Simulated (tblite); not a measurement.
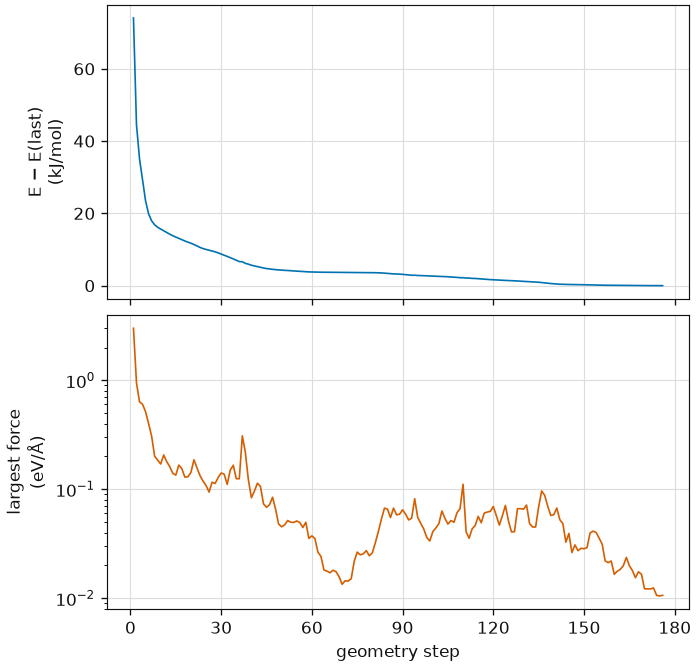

History of a geometry optimisation.

System: C$_{6}$H$_{11}$N$_{3}$Si (SMILES CC(C)c1nnncc1[SiH3]).
Method: tblite, GFN2-xTB geometry optimisation, gas phase.

How did it end, and what did it gain?

The optimisation met its thresholds at geometry 176, counting the start as the first. The energy fell by about 74 kJ/mol from the first step to the last. The largest force goes from about 3 eV/Å at the start to 0.011 eV/Å at the end.
